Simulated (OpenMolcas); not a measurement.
# One shape, several levels: singlet AlSiH4O−

Aim: a comparison of 6 runs (HF/3-21G, BHLYP/aug-cc-pVDZ, PBE/aug-cc-pVDZ, PBE0/aug-cc-pVDZ, SVWN5/aug-cc-pVDZ, CCSD(T)/aug-cc-pVDZ) of singlet AlSiH4O−. 

The results are computed with OpenMolcas 26.06.

1 further run of the same task is left out (set aside as unsound or not needed).

## Step 1: The molecule

The species is AlSiH4O− (7 atoms), meant as a singlet with charge -1. SMILES of the parent species: `[AlH][O][SiH3]`. Geometry: relaxed at PBE0-D4/def2-TZVP. This is one conformer, not always the lowest. That shape belongs to the parent species and isn't relaxed for this state.

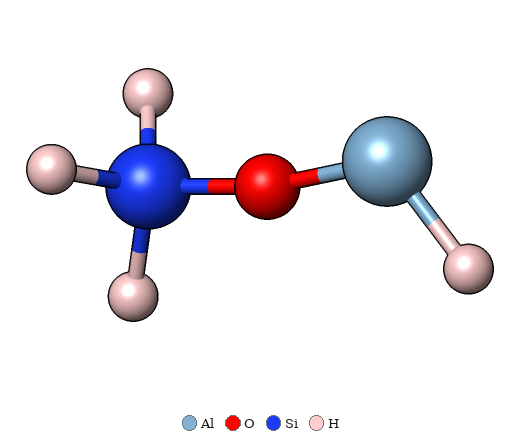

Viewed from a chosen angle; aluminium light blue, oxygen red, silicon blue, hydrogen pink.

## Step 2: The energy at HF/3-21G (run 1)

The input, run.inp:

```
* AlH4OSi Hartree-Fock
>>> EXPORT MOLCAS_PRINT=2

&GATEWAY
 BASLIB=$CurrDir
 COORD
 7
 angstrom
 Al      -1.643700      -1.503700      -0.201100
 O       -0.403000      -0.368600      -0.047300
 Si       0.870900       0.567400       0.335800
 H       -2.580100      -1.352800      -1.500200
 H        1.204400       1.463600      -0.802700
 H        0.554900       1.401200       1.526200
 H        2.057800      -0.275200       0.643500
 BASIS=3-21G
 GROUP=NoSym

&SEWARD

&SCF
 CHARGE=-1
 THRESHOLDS=1e-10 1e-07 1e-07 1e-05
 PRORBITALS=1 1
```

The basis set 3-21G is read from a file made from the Basis Set Exchange's data (not shown).

The run is started by

```sh
$ export MOLCAS_MEM=1860
$ pymolcas run.inp > run.log
```

Log:

```text
--- Start Module: gateway ---
[...]
--- Stop Module: gateway /rc=_RC_ALL_IS_WELL_ ---
--- Start Module: seward ---
[...]
      Basis functions           43
--- Stop Module: seward /rc=_RC_ALL_IS_WELL_ ---
--- Start Module: scf ---
[...]
       Convergence after  16 Iterations
[...]
::    Total SCF energy                               -604.7952178486
[...]
      Total spin, S                                     0.0000000000
[...]
      Total electronic charge=   40.000000
      Total            charge=   -1.000000
[...]
      Dipole Moment (debye):
      Origin of the operator (angstrom)=   -0.3359   -0.3914    0.0410
                   X=  5.8957E+00               Y=  6.2151E+00               Z= -3.0539E-01           Total=  8.5721E+00
      Center of Charge (angstrom)
[...]
--- Stop Module: scf /rc=_RC_ALL_IS_WELL_ ---
[...]
```

It took 2 s on 1 thread of Arm Neoverse V1, shared host; peak memory 0.38 GiB.

## Step 3: The energy at BHLYP/aug-cc-pVDZ (run 2)

The input, job.input:

```
* AlH4OSi Kohn-Sham DFT
>>> EXPORT MOLCAS_PRINT=2

&GATEWAY
 BASLIB=$CurrDir
 COORD
 7
 angstrom
 Al      -1.643700      -1.503700      -0.201100
 O       -0.403000      -0.368600      -0.047300
 Si       0.870900       0.567400       0.335800
 H       -2.580100      -1.352800      -1.500200
 H        1.204400       1.463600      -0.802700
 H        0.554900       1.401200       1.526200
 H        2.057800      -0.275200       0.643500
 BASIS=aug-cc-pVDZ
 GROUP=NoSym

&SEWARD
 GRIDINPUT
 Grid=UltraFine
 End of Grid

&SCF
 CHARGE=-1
 KSDFT=HYB_GGA_XC_BHANDHLYP
 THRESHOLDS=1e-10 1e-07 1e-07 1e-05
 PRORBITALS=1 1
```

The basis set aug-cc-pVDZ is read from a file made from the Basis Set Exchange's data (not shown).

The run is started by

```sh
$ export MOLCAS_MEM=1860
$ pymolcas job.input > job.log
```

Log:

```text
--- Start Module: gateway ---
[...]
--- Stop Module: gateway /rc=_RC_ALL_IS_WELL_ ---
--- Start Module: seward ---
[...]
      Basis functions          113
--- Stop Module: seward /rc=_RC_ALL_IS_WELL_ ---
[...]
--- Start Module: scf ---
[...]
       Convergence after  17 Iterations
[...]
::    Total KS-DFT energy                            -609.5776666738
[...]
      Total spin, S                                     0.0000000000
[...]
      Total electronic charge=   40.000000
      Total            charge=   -1.000000
[...]
      Dipole Moment (debye):
      Origin of the operator (angstrom)=   -0.3359   -0.3914    0.0410
                   X=  5.3594E+00               Y=  6.1097E+00               Z= -7.9598E-01           Total=  8.1661E+00
      Center of Charge (angstrom)
[...]
--- Stop Module: scf /rc=_RC_ALL_IS_WELL_ ---
[...]
```

Run time: 54 s. Hardware: 1 thread of Arm Neoverse V1, shared host; peak memory 0.68 GiB.

Runs 3 to 5 aren't shown in full; the table further down has their settings and results.

## Step 4: The energy at CCSD(T)/aug-cc-pVDZ (Cholesky decomposition) (run 6)

The input, geom.xyz:

```xyz
7

Al    -1.643700    -1.503700    -0.201100
O     -0.403000    -0.368600    -0.047300
Si     0.870900     0.567400     0.335800
H     -2.580100    -1.352800    -1.500200
H      1.204400     1.463600    -0.802700
H      0.554900     1.401200     1.526200
H      2.057800    -0.275200     0.643500
```

The input, job.input:

```
&GATEWAY
BasLib
$CurrDir
Coord
geom.xyz
Basis
aug-cc-pVDZ
Group
NoSym
&SEWARD
High
&SCF
Charge
-1
Thresholds
1e-10 1e-07 1e-07 1e-05
PrOrbitals
1
&CHCC
Frozen
11
Threshold
1e-08
MaxIterations
80
&CHT3
Frozen
11
```

The basis set aug-cc-pVDZ is read from a file made from the Basis Set Exchange's data (not shown).

The run is started by

```sh
$ export MOLCAS_MEM=1860
$ pymolcas job.input > job.log
```

Log:

```text
--- Start Module: gateway ---
[...]
--- Stop Module: gateway /rc=_RC_ALL_IS_WELL_ ---
[...]
      Basis functions          113
[...]
       Convergence after  19 Iterations
[...]
::    Total SCF energy                               -608.0968447471
[...]
      Total spin, S                                     0.0000000000
[...]
      Total electronic charge=   40.000000
      Total            charge=   -1.000000
[...]
      Dipole Moment (debye):
      Origin of the operator (angstrom)=   -0.3359   -0.3914    0.0410
                   X=  5.7825E+00               Y=  6.8593E+00               Z= -1.1889E+00           Total=  9.0499E+00
      Center of Charge (angstrom)
[...]
--- Start Module: chcc ---
[...]
--- Stop Module: chcc /rc=_RC_ALL_IS_WELL_ ---
[...]
--- Start Module: cht3 ---
[...]
--- Stop Module: cht3 /rc=_RC_ALL_IS_WELL_ ---
[...]
```

Run time: 6.6 min. Hardware: 1 thread of Arm Neoverse V1, shared host; peak memory 0.2 GiB.

## Step 5: Overview of the runs

```csv
run,level,integration grid,integral approximation,energy (Eh),HOMO energy (eV),LUMO energy (eV),HOMO–LUMO gap (eV),wall time
1,HF/3-21G,–,none,-604.795218,-0.04,7.02,7.06,2 s
2,BHLYP/aug-cc-pVDZ,UltraFine,none,-609.577667,0.07,2.73,2.65,54 s
3,PBE/aug-cc-pVDZ,UltraFine,none,-609.232162,1.23,2.21,0.98,66 s
4,PBE0/aug-cc-pVDZ,UltraFine,none,-609.288336,0.63,2.55,1.92,57 s
5,SVWN5/aug-cc-pVDZ,UltraFine,none,-606.829535,1.14,2.22,1.08,49 s
6,CCSD(T)/aug-cc-pVDZ (Cholesky decomposition),–,CD high,-608.534302,-0.81,3.21,4.01,6.6 min
```

## Step 6: Summary of results

```
                                                    quantity          value
                                         run 6: total energy  -608.53430 Eh
                  run 6: HOMO energy (Hartree–Fock orbitals)       -0.81 eV
                  run 6: LUMO energy (Hartree–Fock orbitals)        3.21 eV
run 6: HOMO–LUMO gap (to an unbound level, set by the basis)        4.01 eV
         run 6: correlation energy (11 core orbitals frozen)     -437.5 mEh
                                       run 6: (T) correction     -12.68 mEh
```

What this shows: Over runs 1, 2, 3, 4, 5 the HOMO–LUMO gap runs from 0.98 eV (PBE/aug-cc-pVDZ) to 7.06 eV (HF/3-21G). The two ends differ in method and basis. The empty levels of an anion lie above zero and hang on the basis. Totals of different functionals can't be ranked against each other. In runs 2, 3, 4, 5 the HOMO lies above zero, so the outermost electron may be held by the basis alone. All runs together took 10 min, the longest 6.6 min.
